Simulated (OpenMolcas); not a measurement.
**CH5AlOSi (SMILES [CH2]1O[SiH2][AlH]1), step by step**

Wanted: the energy (HF/ANO-RCC-MB), then the energy (CASSCF(2,2)/ANO-RCC-VDZP), then an energy scan (CASPT2(2,2)/ANO-RCC-VDZP), then the energy along one coordinate (SC-NEVPT2(2,2)/ANO-RCC-VDZP), then an energy scan (MC-PDFT[tPBE](2,2)/ANO-RCC-VDZP) of CH5AlOSi. 

The results are computed with OpenMolcas 26.06.

## Step 1: The structure to begin with

CH5AlOSi has 9 atoms, charge 0, and is taken as a singlet. As SMILES, `[CH2]1O[SiH2][AlH]1`. The shape is that of a PBE0-D4/def2-TZVP optimisation.

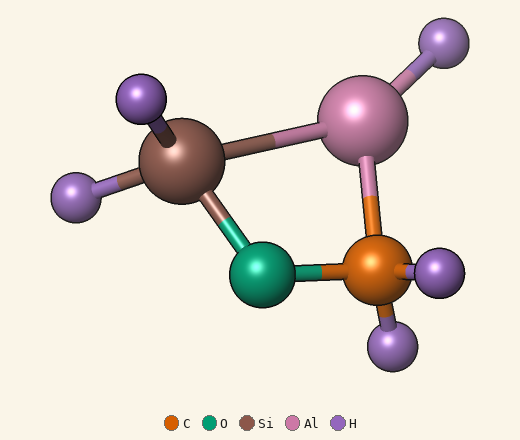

Viewed from a chosen angle; carbon orange, oxygen teal, silicon brown, aluminium pink, hydrogen purple.

## Step 2: A single-point energy at HF/ANO-RCC-MB (DKH2) (run 1)

Input file geom.xyz:

```xyz
9

C     -0.309900     1.022500    -0.653500
O      0.621100    -0.021300    -1.022900
Si     0.767800    -1.223900     0.135800
Al    -0.858800     0.279300     1.121100
H     -1.090200     1.097600    -1.420100
H      0.213300     1.986000    -0.643000
H      2.177700    -1.338300     0.615000
H      0.422400    -2.560600    -0.433300
H     -1.855100     0.712400     2.283700
```

Input file step1.input:

```
* CH5AlOSi Hartree-Fock
&GATEWAY
COORD=geom.xyz
BASIS=ANO-RCC-MB
GROUP=NoSym
&SEWARD
&SCF
PRORBITALS=0
&LOCALISATION
OCCUPIED
FREEZE
PIPEK-MEZEY
&LOCALISATION
FILEORB=$Project.LocOrb
VIRTUAL
PIPEK-MEZEY
```

Command:

```sh
export MOLCAS_MEM=1860
pymolcas step1.input > step1.log
```

The program printed:

```text
--- Start Module: gateway ---
[...]
--- Stop Module: gateway /rc=_RC_ALL_IS_WELL_ ---
[...]
      Basis functions           33
[...]
       Convergence after  10 Iterations
[...]
::    Total SCF energy                               -647.3583808508
[...]
      Total spin, S                                     0.0000000000
[...]
      Total electronic charge=   46.000000
      Total            charge=   -0.000000
[...]
      Dipole Moment (debye):
      Origin of the operator (angstrom)=    0.0499   -0.1691    0.1165
                   X= -1.6737E+00               Y=  4.8913E-01               Z=  2.2637E+00           Total=  2.8574E+00
      Quadrupole Moment (debye*angstrom):
[...]
--- Start Module: localisation ---
[...]
--- Stop Module: localisation /rc=_RC_ALL_IS_WELL_ ---
--- Start Module: localisation ---
[...]
--- Stop Module: localisation /rc=_RC_ALL_IS_WELL_ ---
[...]
```

Wall time 3.6 s (1 thread of Arm Neoverse V1, shared host); peak memory 0.38 GiB.

## Step 3: A single-point energy at CASSCF(2,2)/ANO-RCC-VDZP (DKH2, RICD fitting) (run 2)

geom.xyz is that of step 2.

Input file step2.input:

```
&GATEWAY
Coord=geom.xyz
Basis=ANO-RCC-MB
Group=NoSym
&SEWARD
&RASSCF
FileOrb=$CurrDir/step1.LocOrb
Alter=2
1 15 23
1 24 29
Spin=1
Nactel=2 0 0
Inactive=22
Ras2=2
OrbListing=Nothing
>>> COPY $Project.RunFile RUNFIL1
>>> COPY $Project.RasOrb INPORB
&GATEWAY
Coord=geom.xyz
Basis=ANO-RCC-VDZP
Group=NoSym
RICD
&SEWARD
>>> COPY $Project.RunFile RUNFIL2
&EXPBAS
&RASSCF
FileOrb=$Project.ExpOrb
Spin=1
Nactel=2 0 0
Inactive=22
Ras2=2
OrbListing=Nothing
```

Command:

```sh
export MOLCAS_MEM=1860
pymolcas step2.input > step2.log
```

The program printed:

```text
--- Start Module: gateway ---
[...]
      Basis functions           33
[...]
      Number of active orbitals                  2
[...]
      Spin quantum number                      0.0
[...]
      Active orbitals                            2
[...]
      Number of CSFs                             3
[...]
      Number of root(s) required                 1
[...]
      Convergence after  9 iterations
[...]
      printout of CI-coefficients larger than  0.05 for root  1
      energy=    -647.372419
      conf/sym  11     Coeff  Weight
             1  20   0.99370 0.98744
             3  02  -0.11206 0.01256
      Natural orbitals and occupation numbers for root  1
      sym 1:   1.974887   0.025113
      ************************************************************************************************************************
      *                                                    Final results                                                     *
[...]
::    RASSCF root number  1 Total energy:   -647.37241916
[...]
      Basis functions           89
[...]
      Convergence after 13 iterations
[...]
      Natural orbitals and occupation numbers for root  1
      sym 1:   1.981139   0.018861
      ************************************************************************************************************************
      *                                                    Final results                                                     *
[...]
::    RASSCF root number  1 Total energy:   -647.64166944
[...]
      Total electronic charge=   46.000000
      Total            charge=   -0.000000
[...]
      Dipole Moment (debye):
      Origin of the operator (angstrom)=    0.0499   -0.1691    0.1165
                   X= -1.4664E+00               Y=  6.0342E-01               Z=  1.9130E+00           Total=  2.4847E+00
      Quadrupole Moment (debye*angstrom):
[...]
```

Run time: 11 s. Hardware: 1 thread of Arm Neoverse V1, shared host; peak memory 0.38 GiB.

## Step 4: An energy scan at CASPT2(2,2)/ANO-RCC-VDZP (DKH2, RICD fitting, ipea shift 0.25 Eh, pt2 variant SS) (run 3)

Input file step3.inp:

```
>>> COPY $CurrDir/step2.RasOrb $Project.RasOrb
>>> ForEach K in (1, 2, 3, 4, 5, 6, 7, 8, 9)

&gateway
  coord = $CurrDir/point$K.xyz
  basis = ANO-RCC-VDZP
  group = NoSym
  ricd

&seward

&rasscf
  fileorb = $Project.RasOrb
  spin = 1
  nactel = 2 0 0
  inactive = 22
  ras2 = 2
  orblisting = Nothing

&caspt2
  imaginary = 0.2
  frozen = 12
>>> EndDo
```

Command:

```sh
export MOLCAS_MEM=1860
pymolcas step3.inp > step3.log
```

The program printed:

```text
[...]
      Basis functions           89
[...]
      Number of active orbitals                  2
[...]
      Spin quantum number                      0.0
[...]
      Active orbitals                            2
[...]
      Number of CSFs                             3
[...]
      Number of root(s) required                 1
[...]
      Convergence after 11 iterations
[...]
      printout of CI-coefficients larger than  0.05 for root  1
      energy=    -647.630980
      conf/sym  11     Coeff  Weight
             1  20   0.99678 0.99357
             3  02  -0.08019 0.00643
      Natural orbitals and occupation numbers for root  1
      sym 1:   1.987139   0.012861
      ************************************************************************************************************************
      *                                                    Final results                                                     *
[...]
::    RASSCF root number  1 Total energy:   -647.63098044
[...]
::    CASPT2 Root  1     Total energy:   -648.11118890
[...]
      Convergence after 11 iterations
[...]
      Natural orbitals and occupation numbers for root  1
      sym 1:   1.981164   0.018836
      ************************************************************************************************************************
      *                                                    Final results                                                     *
[...]
      Convergence after 11 iterations
[...]
      Convergence after 12 iterations
[...]
      Convergence after 13 iterations
[...]
::    RASSCF root number  1 Total energy:   -647.51452402
[...]
::    CASPT2 Root  1     Total energy:   -647.98934084
[...]
      Convergence after 11 iterations
[...]
::    RASSCF root number  1 Total energy:   -647.51016071
[...]
      Reference weight:           0.84871
[...]
::    CASPT2 Root  1     Total energy:   -647.98435420
[...]
```

Wall time 72 s (1 thread of Arm Neoverse V1, shared host); peak memory 0.085 GiB.

The scan, from its lowest point:

```tsv
H7–Si3 (Å)	energy (kJ/mol)
1.344	25.6
1.493	0.0
1.643	13.5
1.867	66.2
2.166	150.3
2.539	238.8
2.987	306.5
3.584	345.5
4.480	358.6
```

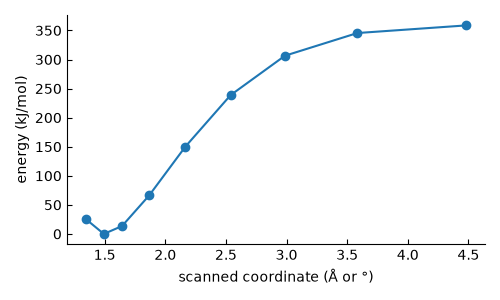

Energy along the scan.

## Step 5: The energy along one coordinate at SC-NEVPT2(2,2)/ANO-RCC-VDZP (DKH2, RICD fitting, pt2 variant SC-NEVPT2) (run 4)

Input file step4.inp:

```
>>> EXPORT MOLCAS_PRINT=2
>>> COPY $CurrDir/step2.RasOrb $Project.RasOrb
>>> ForEach K in (1, 2, 3, 4, 5, 6, 7, 8, 9)

&GATEWAY
  Coord
  $CurrDir/point$K.xyz
  Basis
  ANO-RCC-VDZP
  Group
  NoSym
  RICD

&SEWARD

&RASSCF
  FileOrb
  $Project.RasOrb
  Spin
  1
  Nactel
  2 0 0
  Inactive
  22
  Ras2
  2
  OrbListing
  Nothing

&CASPT2
  SC-NEVPT2
  Frozen
  12
>>> EndDo
```

Command:

```sh
export MOLCAS_MEM=1860
pymolcas step4.inp > step4.log
```

The program printed:

```text
--- Start Module: gateway ---
[...]
      Basis functions           89
[...]
      Number of active orbitals                  2
[...]
      Spin quantum number                      0.0
[...]
      Active orbitals                            2
[...]
      Number of CSFs                             3
[...]
      Number of root(s) required                 1
[...]
      Convergence after 11 iterations
[...]
      printout of CI-coefficients larger than  0.05 for root  1
      energy=    -647.630980
      conf/sym  11     Coeff  Weight
             1  20   0.99678 0.99357
             3  02  -0.08019 0.00643
      Natural orbitals and occupation numbers for root  1
      sym 1:   1.987139   0.012861
      ************************************************************************************************************************
      *                                                    Final results                                                     *
[...]
::    RASSCF root number  1 Total energy:   -647.63098044
[...]
::    SC-NEVPT2 Root  1     Total energy:   -648.10517022
[...]
      Convergence after 11 iterations
[...]
      Natural orbitals and occupation numbers for root  1
      sym 1:   1.981164   0.018836
      ************************************************************************************************************************
      *                                                    Final results                                                     *
[...]
      Convergence after 11 iterations
[...]
      Convergence after 12 iterations
[...]
      Convergence after 13 iterations
[...]
::    RASSCF root number  1 Total energy:   -647.51452402
[...]
::    SC-NEVPT2 Root  1     Total energy:   -647.98787673
[...]
      Convergence after 11 iterations
[...]
::    RASSCF root number  1 Total energy:   -647.51016071
[...]
::    SC-NEVPT2 Root  1     Total energy:   -647.98334131
[...]
```

It took 70 s on 1 thread of Arm Neoverse V1, shared host; peak memory 0.085 GiB.

The scan, from its lowest point:

```tsv
H7–Si3 (Å)	energy (kJ/mol)
1.344	27.5
1.493	0.0
1.643	12.1
1.867	63.2
2.166	145.6
2.539	232.6
2.987	298.5
3.584	335.4
4.480	347.3
```

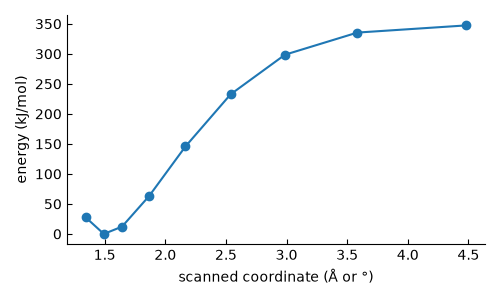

Energy along the scan.

## Step 6: The energy along one coordinate at MC-PDFT[tPBE](2,2)/ANO-RCC-VDZP (DKH2, RICD fitting) (run 5)

Input file step5.input:

```
>>> COPY $CurrDir/step2.RasOrb $Project.RasOrb
>>> ForEach K in (1, 2, 3, 4, 5, 6, 7, 8, 9)

&gateway
  coord=$CurrDir/point$K.xyz
  basis=ANO-RCC-VDZP
  group=NoSym
  ricd

&seward

&rasscf
  fileorb=$Project.RasOrb
  spin=1
  nactel=2 0 0
  inactive=22
  ras2=2
  orblisting=Nothing

&mcpdft
  ksdft=T:PBE
>>> EndDo
```

Command:

```sh
export MOLCAS_MEM=1860
pymolcas step5.input > step5.log
```

The program printed:

```text
--- Start Module: gateway ---
[...]
      Basis functions           89
[...]
      Number of active orbitals                  2
[...]
      Spin quantum number                      0.0
[...]
      Active orbitals                            2
[...]
      Number of CSFs                             3
[...]
      Number of root(s) required                 1
[...]
      Convergence after 11 iterations
[...]
      printout of CI-coefficients larger than  0.05 for root  1
      energy=    -647.630980
      conf/sym  11     Coeff  Weight
             1  20   0.99678 0.99357
             3  02  -0.08019 0.00643
      Natural orbitals and occupation numbers for root  1
      sym 1:   1.987139   0.012861
      ************************************************************************************************************************
      *                                                    Final results                                                     *
[...]
::    RASSCF root number  1 Total energy:   -647.63098044
[...]
::    MCPDFT root number  1 Total energy:   -648.94185427
[...]
      Convergence after 11 iterations
[...]
      Natural orbitals and occupation numbers for root  1
      sym 1:   1.981164   0.018836
      ************************************************************************************************************************
      *                                                    Final results                                                     *
[...]
      Convergence after 11 iterations
[...]
      Convergence after 12 iterations
[...]
      Convergence after 13 iterations
[...]
::    RASSCF root number  1 Total energy:   -647.51452402
[...]
::    MCPDFT root number  1 Total energy:   -648.81741114
[...]
      Convergence after 11 iterations
[...]
::    RASSCF root number  1 Total energy:   -647.51016071
[...]
::    MCPDFT root number  1 Total energy:   -648.81303368
[...]
```

It took 79 s on 1 thread of Arm Neoverse V1, shared host; peak memory 0.085 GiB.

The scan, from its lowest point:

```tsv
H7–Si3 (Å)	energy (kJ/mol)
1.344	27.5
1.493	0.0
1.643	11.6
1.867	61.9
2.166	145.0
2.539	236.3
2.987	310.5
3.584	354.2
4.480	365.7
```

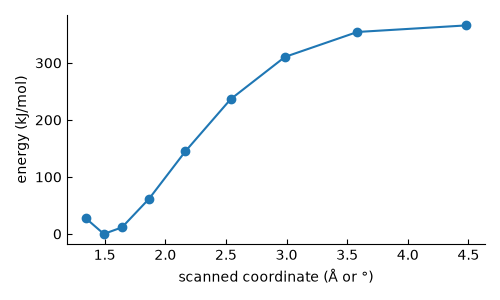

Energy along the scan.

## Step 7: Outcome

| quantity | value |
| --- | --- |
| run 1, HF/ANO-RCC-MB: total energy | -647.35838 Eh |
| run 1, HF/ANO-RCC-MB: dipole moment | 2.86 D |
| run 1, HF/ANO-RCC-MB: HOMO energy | -10.29 eV |
| run 1, HF/ANO-RCC-MB: LUMO energy | 0.27 eV |
| run 1, HF/ANO-RCC-MB: HOMO–LUMO gap | 10.57 eV |
| run 2, CASSCF(2,2)/ANO-RCC-VDZP: total energy | -647.64167 Eh |
| run 2, CASSCF(2,2)/ANO-RCC-VDZP: dipole moment (CASSCF density) | 2.48 D |
| run 3, CASPT2(2,2)/ANO-RCC-VDZP: lowest energy of the scan | -648.12095 Eh |
| run 4, SC-NEVPT2(2,2)/ANO-RCC-VDZP: lowest energy of the scan | -648.11563 Eh |
| run 5, MC-PDFT[tPBE](2,2)/ANO-RCC-VDZP: lowest energy of the scan | -648.95233 Eh |
